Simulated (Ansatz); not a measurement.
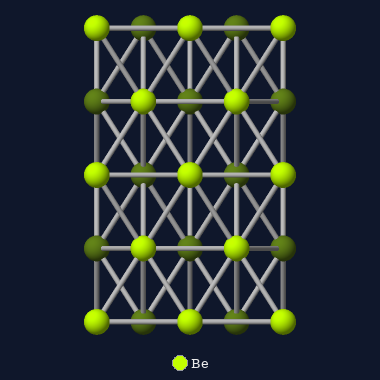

The system is Li on a Be(100) slab cut from the P6_3/mmc phase, its upper half relaxed before the scan (24 atoms of substrate and one adsorbate in a 2 × 2 cell); the picture shows it without the atoms that are moved over the map. 
- Li is moved over the surface cell; relaxed at each place: the height of the adsorbate's atoms; substrate rigid; the origin of the map has the adsorbate above Be21.
- Places are given modulo a cell vector. The map is drawn in real space over the plane of the surface.
- The grid has 4 × 4 points; 9 points were computed and 7 follow by symmetry.
- Places are given in fractions of the 1 × 1 surface cell.
- Energies are in eV, from the lowest grid point.
- All numbers below come from Ansatz, DFT PBE, scalar-relativistic, plane waves, PAW. Settings: cutoff 420 eV, k-mesh 6×4×1, gaussian smearing 0.1 eV, no spin polarisation.

Range: position of Li25 along the first surface vector from 0.00 to 0.75; position of Li25 along the second surface vector from 0.00 to 0.75.

> Predict the map.

The lowest grid point is at the trough between two rows of top atoms, (0/4, 2/4) of the cell vectors. The highest grid point, the top site over a surface Be atom, (0/4, 0/4) of the cell vectors, lies 0.67 eV above the lowest. At the lowest point the adsorbate has 4 Be at 2.44 Å as nearest neighbours, at the highest 1 Be at 2.16 Å. Its relaxed height above the top atom is 1.70 Å at the lowest and 2.16 Å at the highest point.

```tsv
second ↓, first →	0/4	1/4	2/4	3/4
3/4	0.39	0.34	0.29	0.34
2/4	0.00	0.01	0.01	0.01
1/4	0.39	0.34	0.29	0.34
0/4	0.67	0.62	0.55	0.62
```

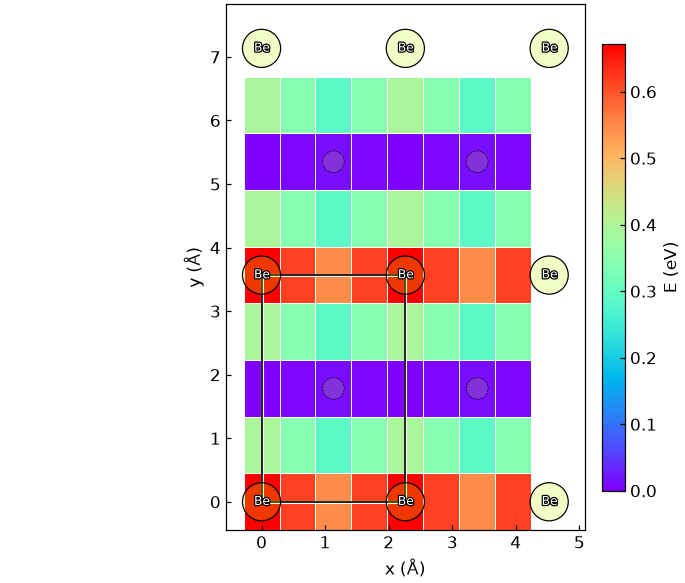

The picture shows one coloured cell a grid point, labelled circles for the atoms of the top layer and small ones for the second layer, the outline of one cell of the 2 × 2 shown.

Time for the 9 points that were run: 15 min on 4 threads of Intel(R) Xeon(R) Processor @ 2.50GHz (Skylake/Cascade Lake) (shared host).
